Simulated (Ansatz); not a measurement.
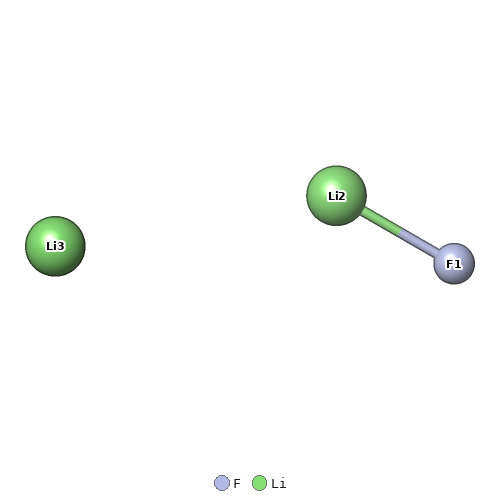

The system is F + Li₂, spin multiplicity 2; the picture shows the reference structure. 
- First axis: distance F1–Li2. Second axis: distance Li2–Li3.
- Nothing is relaxed (the angle F1–Li2–Li3 is fixed at 140 degrees).
- The scan uses a 10 × 10 grid.
- Points are written as (first, second).
- All energies are given in kcal/mol relative to F far from the relaxed LiLi (each part in its own basis).
- The D4 coefficients can switch as the alkali atoms part, which puts small steps into the map.
- All numbers below come from UKS PBE-D4/def2-TZVPD in Ansatz.

Its coordinates:

```yaml
atoms:
  - { symbol: F, position_ang: [-1.6420, 0.0000, 0.0000] }
  - { symbol: Li, position_ang: [0.0000, 0.0000, 0.0000] }
  - { symbol: Li, position_ang: [2.6543, 2.2273, 0.0000] }
```

Range: distance F1–Li2 from 1.504 to 3.904 Å; distance Li2–Li3 from 2.048 to 4.448 Å.

Q: What will the energy surface look like?

A: The lowest grid point is at (1.642 Å, 3.465 Å), −122 kcal/mol from F far from the relaxed LiLi (each part in its own basis). The highest grid point, (3.904 Å, 2.048 Å), lies 89 kcal/mol above the lowest.

```
distance Li2–Li3 ↓, distance F1–Li2 →  1.504  1.642  1.844  2.079  2.340  2.622  2.921  3.235  3.563  3.904
                                4.448   −119   −120   −114   −102    −89    −77    −66    −56    −48    −42
                                4.107   −120   −121   −115   −103    −91    −79    −68    −58    −51    −45
                                3.779   −121   −122   −116   −104    −92    −81    −70    −61    −54    −49
                                3.465   −121   −122   −116   −105    −92    −82    −72    −63    −56    −51
                                3.166   −121   −122   −116   −105    −92    −80    −70    −61    −55    −50
                                2.884   −120   −121   −115   −104    −91    −79    −69    −61    −55    −50
                                2.623   −118   −119   −113   −102    −89    −77    −67    −59    −53    −49
                                2.388   −114   −115   −109    −98    −85    −73    −63    −56    −50    −45
                                2.186   −109   −110   −104    −92    −80    −67    −57    −50    −44    −39
                                2.048   −105   −105    −98    −87    −74    −62    −51    −43    −37    −33
```

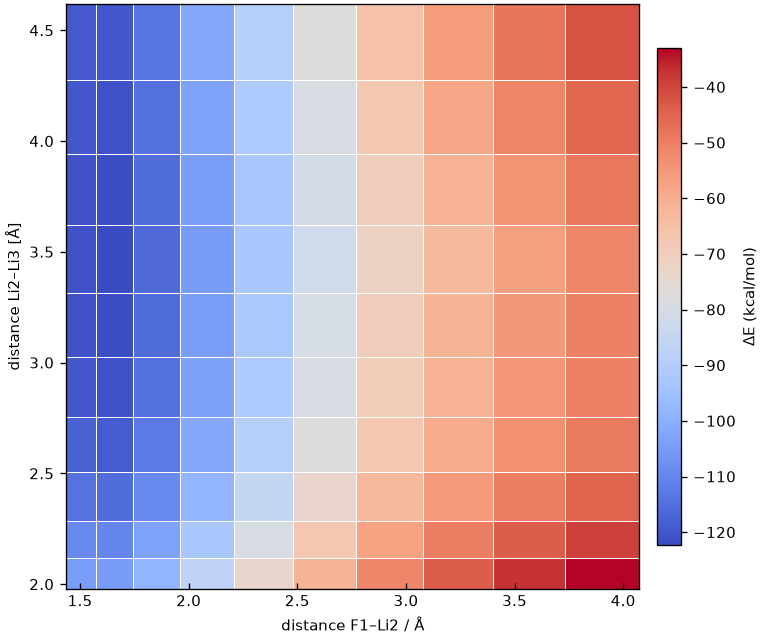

Drawn: one coloured cell a grid point.

The whole map (100 points run) took 9.4 min on 1 thread of Intel(R) Xeon(R) Platinum 8488C (Sapphire Rapids), on a shared host.
